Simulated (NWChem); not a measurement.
# CH8ClNSi2 (SMILES NC[SiH2][SiH2]Cl) at 3 levels

Wanted: a comparison of 3 runs (HF/STO-3G, HF/3-21G, B3LYP/6-31G*) of CH8ClNSi2. 

Program for the calculation: NWChem 7.3.0.

## 1. The molecule

The species is CH8ClNSi2 (13 atoms), meant as a singlet with charge 0. SMILES: `NC[SiH2][SiH2]Cl`. The shape is that of a PBE0-D4/def2-TZVP optimisation. This is one conformer, not always the lowest.

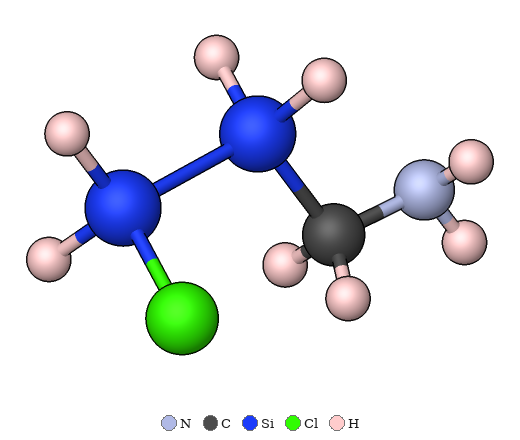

The structure, seen from a chosen angle (nitrogen light blue, carbon dark grey, silicon blue, chlorine green, hydrogen pink).

## 2. Energy and gradient at HF/STO-3G (run 1)

Contents of run.py:

```python
from ase import Atoms
from ase.calculators.nwchem import NWChem

mol = Atoms(['N', 'C', 'Si', 'Si', 'Cl', 'H', 'H', 'H', 'H', 'H', 'H', 'H', 'H'], positions=[
    [-0.161800, 2.096700, 1.236500],
    [-0.623400, 0.962900, 0.444600],
    [0.721800, -0.357100, 0.360500],
    [0.096500, -2.061100, -1.116800],
    [-0.347200, -1.203300, -2.949000],
    [-0.886300, 2.798700, 1.325000],
    [0.632300, 2.543900, 0.796500],
    [-1.485200, 0.508900, 0.945500],
    [-0.952800, 1.209100, -0.576700],
    [1.985400, 0.250300, -0.147000],
    [0.987100, -0.944200, 1.702300],
    [1.176500, -3.056400, -1.339300],
    [-1.122600, -2.783100, -0.667300],
])

calc = NWChem(
    label='ch8clnsi2',
    theory='scf',
    memory='2200 mb',
    basis='STO-3G',
    basispar='spherical bse',
    scf={'nopen': '0', 'rhf': None, 'thresh': '1e-08', 'maxiter': '80'},
)
mol.calc = calc

forces = mol.get_forces()
print("Total energy (eV):", round(mol.get_potential_energy(), 6))
print("forces (eV/A):")
for s, f in zip(mol.symbols, forces):
    print(f"{s:2s} {f[0]:10.5f} {f[1]:10.5f} {f[2]:10.5f}")
print("dipole (e A):", mol.get_dipole_moment().round(4))
```

The run is started by

```console
$ export ASE_NWCHEM_COMMAND="nwchem PREFIX.nwi > PREFIX.nwo"
$ python run.py
```

Output:

```text
Total energy (eV): -30521.805258
forces (eV/A):
N     0.22173   -0.33085    1.22122
C    -0.32730   -1.43792   -0.73796
Si    1.42064   -0.93084   -0.12022
Si    0.40649   -0.97548    2.07293
Cl   -0.17417    0.18985   -0.69379
H    -0.68741    0.66962   -0.09055
H     0.63753    0.46897   -0.57392
H     0.14023    0.34689   -0.09986
H     0.09323    0.17129    0.37132
H    -1.49463   -0.69003    0.64380
H    -0.35214    0.69034   -1.54153
H    -1.18831    1.06793    0.14177
H     1.30412    0.76028   -0.59326
dipole (e A): [ 0.0745 -0.0427  0.3842]
```

The calculator wrote ch8clnsi2.nwi:

```
title "ch8clnsi2"

permanent_dir ch8clnsi2

scratch_dir ch8clnsi2

start ch8clnsi2

geometry units angstrom nocenter noautosym noautoz
  N  -1.6180000000000000e-01 2.0966999999999998e+00 1.2364999999999999e+00
  C  -6.2339999999999995e-01 9.6289999999999998e-01 4.4460000000000000e-01
  Si 7.2180000000000000e-01 -3.5709999999999997e-01 3.6049999999999999e-01
  Si 9.6500000000000002e-02 -2.0611000000000002e+00 -1.1168000000000000e+00
  Cl -3.4720000000000001e-01 -1.2033000000000000e+00 -2.9489999999999998e+00
  H  -8.8629999999999998e-01 2.7987000000000002e+00 1.3250000000000000e+00
  H  6.3229999999999997e-01 2.5438999999999998e+00 7.9649999999999999e-01
  H  -1.4852000000000001e+00 5.0890000000000002e-01 9.4550000000000001e-01
  H  -9.5279999999999998e-01 1.2091000000000001e+00 -5.7669999999999999e-01
  H  1.9854000000000001e+00 2.5030000000000002e-01 -1.4699999999999999e-01
  H  9.8709999999999998e-01 -9.4420000000000004e-01 1.7022999999999999e+00
  H  1.1765000000000001e+00 -3.0564000000000000e+00 -1.3392999999999999e+00
  H  -1.1226000000000000e+00 -2.7831000000000001e+00 -6.6730000000000000e-01
end

memory 2200 mb

basis spherical bse noprint
   * library STO-3G
end

scf
  nopen 0
  rhf
  thresh 1e-08
  maxiter 80
end

task scf gradient
```

ch8clnsi2.nwo:

```text
Northwest Computational Chemistry Package (NWChem) 7.3.0
             --------------------------------------------------------

           Job information
           ---------------

    nwchem branch   = 7.3.0
    use scalapack   = T
    input           = ch8clnsi2.nwi
    prefix          = ch8clnsi2.
    data base       = ch8clnsi2/ch8clnsi2.db
    status          = startup
    nproc           =        1

           Memory information
           ------------------

[... 5 lines left out ...]
    hardfail = no
[... 146 lines left out ...]
         Quadratically convergent ROHF
[... 14 lines left out ...]
       Final RHF  results
[... 4 lines left out ...]
      Two-electron energy =    775.488961895093
[... 52 lines left out ...]
                       ROHF Final Molecular Orbital Analysis
[... 252 lines left out ...]
                 ----------------------------------------
                 |  Time  |  1-e(secs)   |  2-e(secs)   |
                 ----------------------------------------
                 |  CPU   |       0.00   |       0.74   |
                 ----------------------------------------
                 |  WALL  |       0.00   |       0.74   |
                 ----------------------------------------

 Task  times  cpu:        3.7s     wall:        3.7s
 Total times  cpu:        3.7s     wall:        3.7s
```

Wall time 4.8 s (1 thread of Intel Xeon 6975P-C (Granite Rapids), shared host); peak memory 0.099 GiB.

## 3. Energy and gradient at HF/3-21G (run 2)

Contents of ch8clnsi2.nw:

```
START ch8clnsi2
TITLE "CH8ClNSi2"
memory 2200 mb

GEOMETRY noautosym nocenter noautoz
  N       -0.161800       2.096700       1.236500
  C       -0.623400       0.962900       0.444600
  Si       0.721800      -0.357100       0.360500
  Si       0.096500      -2.061100      -1.116800
  Cl      -0.347200      -1.203300      -2.949000
  H       -0.886300       2.798700       1.325000
  H        0.632300       2.543900       0.796500
  H       -1.485200       0.508900       0.945500
  H       -0.952800       1.209100      -0.576700
  H        1.985400       0.250300      -0.147000
  H        0.987100      -0.944200       1.702300
  H        1.176500      -3.056400      -1.339300
  H       -1.122600      -2.783100      -0.667300
END

BASIS spherical bse
  * library 3-21G
END

SCF
  nopen 0
  rhf
  thresh 1e-08
  maxiter 80
END

TASK scf gradient
```

The run is started by

```console
$ nwchem ch8clnsi2.nw > ch8clnsi2.out
```

Output:

```text
[...]
  functions       =    73
[...]
  wavefunction    = RHF
[...]
         Total SCF energy =  -1128.547583088610
      One-electron energy =  -2244.579805384915
      Two-electron energy =    772.680372815340
 Nuclear repulsion energy =    343.351849480965
        Time for solution =      3.3s
[...]
                         RHF ENERGY GRADIENTS
    atom               coordinates                        gradient
                 x          y          z           x          y          z
   1 N      -0.305758   3.962188   2.336646   -0.004289  -0.020479   0.003325
   2 C      -1.178055   1.819617   0.840172    0.023947   0.010905   0.012077
   3 Si      1.364004  -0.674821   0.681246   -0.014827   0.001776  -0.007840
   4 Si      0.182359  -3.894914  -2.110446   -0.007891   0.027304  -0.036577
   5 Cl     -0.656113  -2.273907  -5.572802    0.009999  -0.018963   0.041089
   6 H      -1.674864   5.288776   2.503887   -0.001542   0.003518  -0.005659
   7 H       1.194874   4.807274   1.505167   -0.000140   0.002125  -0.004229
   8 H      -2.806621   0.961682   1.786736   -0.004634  -0.004457   0.002447
   9 H      -1.800531   2.284868  -1.089805   -0.001345  -0.000849  -0.006302
  10 H       3.751862   0.472998  -0.277790    0.000328   0.000648   0.000085
  11 H       1.865349  -1.784279   3.216881    0.000515   0.000941   0.001219
[...]
```

Run time: 5.1 s. Hardware: 1 thread of Intel Xeon 6975P-C (Granite Rapids), shared host; peak memory 0.099 GiB.

## 4. Energy and forces at B3LYP/6-31G(d) (Cartesian functions) (run 3)

Contents of a.xyz:

```xyz
13
CH8ClNSi2
N     -0.161800     2.096700     1.236500
C     -0.623400     0.962900     0.444600
Si     0.721800    -0.357100     0.360500
Si     0.096500    -2.061100    -1.116800
Cl    -0.347200    -1.203300    -2.949000
H     -0.886300     2.798700     1.325000
H      0.632300     2.543900     0.796500
H     -1.485200     0.508900     0.945500
H     -0.952800     1.209100    -0.576700
H      1.985400     0.250300    -0.147000
H      0.987100    -0.944200     1.702300
H      1.176500    -3.056400    -1.339300
H     -1.122600    -2.783100    -0.667300
```

Contents of a.nw:

```
start a
title "CH8ClNSi2"
memory stack 880 mb heap 220 mb global 1100 mb

geometry units angstroms noautosym nocenter noautoz
   load format xyz a.xyz
end

basis cartesian
   * library 6-31G*
end

dft
   xc b3lyp
   mult 1
   grid fine
   convergence energy 1e-08
   maxiter 100
   mulliken
   print low
end

task dft gradient
```

The run is started by

```console
$ nwchem a.nw > a.out
```

Output:

```text
[...]
 d= 0,ls=0.0,diis     1  -1136.8222341227 -1.48D+03  1.14D-02  7.18D-01     3.1
[...]
 d= 0,ls=0.0,diis     8  -1136.8885426303 -3.60D-09  5.88D-06  2.75D-07    20.4
         Total DFT energy =    -1136.888542630281
      One electron energy =    -2252.607152713559
           Coulomb energy =      857.879743271708
    Exchange-Corr. energy =      -85.512982669396
 Nuclear repulsion energy =      343.351849480965
[...]
                         DFT ENERGY GRADIENTS
    atom               coordinates                        gradient
                 x          y          z           x          y          z
   1 N      -0.305758   3.962188   2.336646   -0.002594   0.001066  -0.007212
   2 C      -1.178055   1.819617   0.840172    0.003067   0.000566   0.002737
   3 Si      1.364004  -0.674821   0.681246   -0.004243   0.003031  -0.001625
   4 Si      0.182359  -3.894914  -2.110446   -0.001840   0.004086  -0.006865
   5 Cl     -0.656113  -2.273907  -5.572802    0.002272  -0.003394   0.009557
   6 H      -1.674864   5.288776   2.503887    0.003413  -0.003531  -0.000192
   7 H       1.194874   4.807274   1.505167   -0.002710  -0.002501   0.002857
   8 H      -2.806621   0.961682   1.786736    0.001729  -0.000179  -0.000900
   9 H      -1.800531   2.284868  -1.089805    0.001651  -0.000592   0.002394
  10 H       3.751862   0.472998  -0.277790   -0.000532  -0.000201  -0.000294
  11 H       1.865349  -1.784279   3.216881   -0.000325   0.000182  -0.000363
[...]
```

Run time: 29 s. Hardware: 1 thread of Intel Xeon 6975P-C (Granite Rapids), shared host; peak memory 0.13 GiB.

## 5. Overview of the runs

| run | level | Cartesian functions | iteration cap | energy (Eh) | dipole moment (D) | HOMO energy (eV) | LUMO energy (eV) | wall time |
| --- | --- | --- | --- | --- | --- | --- | --- | --- |
| 1 | HF/STO-3G | no | 80 | -1121.655664 | 1.89 | -8.50 | 9.12 | 4.8 s |
| 2 | HF/3-21G | no | 80 | -1128.547583 | 1.76 | -10.33 | 2.73 | 5.1 s |
| 3 | B3LYP/6-31G* (Cartesian functions) | yes | 100 | -1136.888543 | – | – | – | 29 s |

## 6. Summary of results

| quantity | value |
| --- | --- |
| run 3: total energy | -1136.88854 Eh |
| run 3: largest force on an atom | 0.534 eV/Å |

In words: In run 1 the basis is minimal, so the values are rough. All runs together took 39 s, the longest 29 s.
